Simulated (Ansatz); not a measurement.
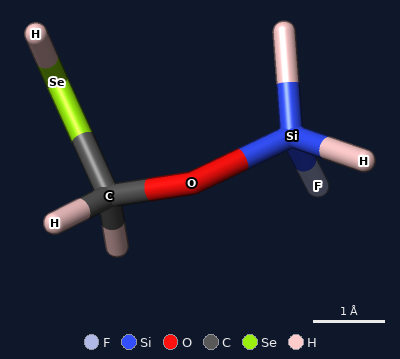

Starting structure of CH5FOSeSi. The picture is a stick view, seen face on.

The start comes from PBE-D4/def2-SVP.

Level of theory: Ansatz 0.2.0, RKS PBE0-D4/def2-TZVP.

The input:
```yaml
crystal:
  periodic: [false, false, false]
  atoms:
    - {symbol: F, position_ang: [-2.117086, 0.759073, -0.776489]}
    - {symbol: Si, position_ang: [-0.574662, 0.634623, -1.312486]}
    - {symbol: O, position_ang: [0.156109, -0.677337, -0.563953]}
    - {symbol: C, position_ang: [0.156118, -0.951981, 0.806855]}
    - {symbol: Se, position_ang: [0.802127, 0.523222, 1.982091]}
    - {symbol: H, position_ang: [0.109789, 1.932955, -1.027215]}
    - {symbol: H, position_ang: [-0.575440, 0.270211, -2.760992]}
    - {symbol: H, position_ang: [0.796380, -1.836566, 0.988924]}
    - {symbol: H, position_ang: [-0.866044, -1.153646, 1.195818]}
    - {symbol: H, position_ang: [2.195808, 0.448246, 1.470248]}
basis:
  gaussian: {orbitals: def2-TZVP}
hamiltonian: {xc: pbe0, dispersion: d4}
relax: {f_tol: 0.005, max_steps: 150}
```

Question: Predict the outcome.

Answer: After 12 accepted moves (13 points after the start) the energy has fallen by 0.087 eV. The largest force component goes from 1.2 to 0.004 eV/Å. The line search rejected the trial step at point 11 of the run. The largest move after the best rigid fit is that of F1, 0.16 Å. By element the largest moves are F 0.16 Å, H 0.14 Å, Se 0.10 Å, O 0.05 Å, Si 0.03 Å, C 0.02 Å. Some distances before and after: Si2–Se5 3.572 → 3.489 Å, Si2–O3 1.678 → 1.635 Å, F1–Si2 1.638 → 1.596 Å, C4–Se5 1.994 → 1.963 Å.

History of the run:

```
step  E − E(0), eV  largest force component, eV/Å      note
   0        0.0000                         1.2330          
   1       -0.0641                         0.7278          
   2       -0.0819                         0.1038          
   3       -0.0853                         0.0711          
   4       -0.0858                         0.0362          
   5       -0.0863                         0.0437          
   6       -0.0869                         0.0387          
   7       -0.0870                         0.0216          
   8       -0.0872                         0.0279          
   9       -0.0874                         0.0336          
  10       -0.0874                         0.0294          
  11       -0.0874                         0.0261  rejected
  12       -0.0875                         0.0080          
  13       -0.0875                         0.0040
```

Final geometry:

```xyz
10

F    -2.0236    0.8748   -0.7170
Si   -0.5568    0.6228   -1.2943
O     0.1040   -0.6829   -0.5647
C     0.1595   -0.9692    0.7969
Se    0.7056    0.5168    1.9568
H     0.2192    1.8602   -1.0803
H    -0.6613    0.2497   -2.7180
H     0.8590   -1.7890    0.9473
H    -0.8224   -1.2558    1.1818
H     2.0999    0.5214    1.4943
```

After the run, drawn alike:

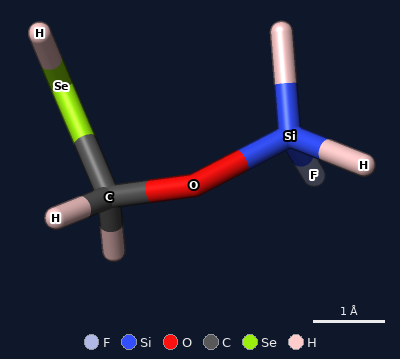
